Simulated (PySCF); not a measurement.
# C3H6: the cost of one run

Programs: PySCF 2.14.0, with density-fitted response routines of our own. Each step states its level of theory. These are calculated values for one molecule in the gas phase, unless marked as measured. Atoms count from 0, in the outputs and in this text.

### Step 1. The starting structure

9 atoms, charge 0, multiplicity 1; geometry from: GFN2-xTB.

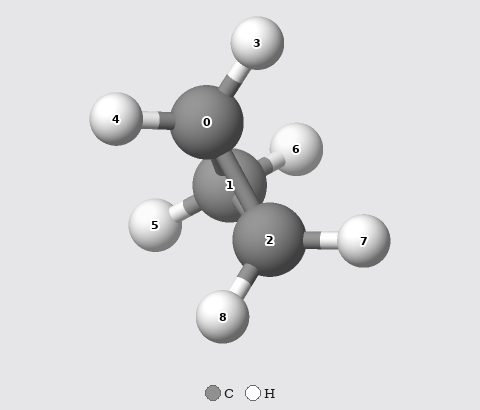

The starting geometry (carbon grey, hydrogen white), atoms numbered.

### Step 2. Geometry optimisation at PBE0-D3(BJ)/def2-TZVP

What the job is given:

```
{"job": {"xc": "PBE0", "basis": "def2-TZVP", "d3": "d3bj", "grid": 2, "kind": "geom"}, "charge": 0, "multiplicity": 1}
C      0.847980     0.156080     0.055680
C     -0.281430    -0.793840    -0.192720
C     -0.566570     0.637770     0.137020
H      1.408780     0.056480     0.972540
H      1.448260     0.469200    -0.784910
H     -0.454280    -1.130960    -1.203430
H     -0.493890    -1.543630     0.554030
H     -0.974110     0.868080     1.109610
H     -0.934740     1.280710    -0.647870
```

Q: Estimate the wall time of this first job on 4 threads of Intel Xeon at 2.50GHz (Skylake/Cascade Lake), shared host.

About 40 s.
